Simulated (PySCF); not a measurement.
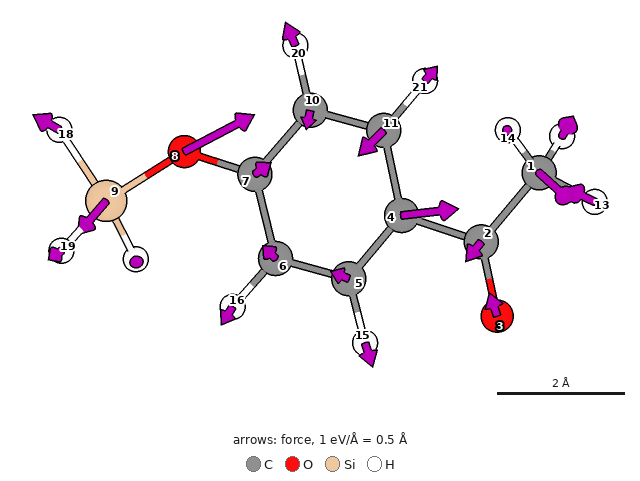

Starting geometry of C₈H₁₀O₂Si with the computed forces as purple arrows. Style: ball-and-stick. Shown at a tilt.

The start comes from GFN2-xTB. Its atoms were then displaced at random by about 0.01 Å.

All numbers below come from PBE0-D3(BJ)/def2-SVP geometry optimisation, gas phase in PySCF 2.14.0, density-fitted response routines. 

Is this structure relaxed? If not, where do the atoms go?

Answer. It isn't relaxed: the largest force vector, on an O atom, is 2.81 eV/Å. The final displacements have little in common with the starting forces (cosine between the two patterns 0.26). An H atom moves most after the best rigid fit: 0.28 Å. Largest moves by element: H 0.28 Å, O 0.11 Å, C 0.08 Å, Si 0.05 Å. Some distances before and after: O–Si 1.605 → 1.683 Å, H–Si 1.438 → 1.484 Å, C–H 1.142 → 1.096 Å, C–H 1.068 → 1.101 Å. Bond angles that change, for instance: C–O–Si 135.3° → 128.9°, O–Si–H 99.2° → 104.8°, H–C–H 105.6° → 109.3°. The energy falls by 32.2 kJ/mol in 7 geometry steps. The run took 2.2 min on 1 thread of Intel(R) Xeon(R) 6975P-C, with other jobs on the host.
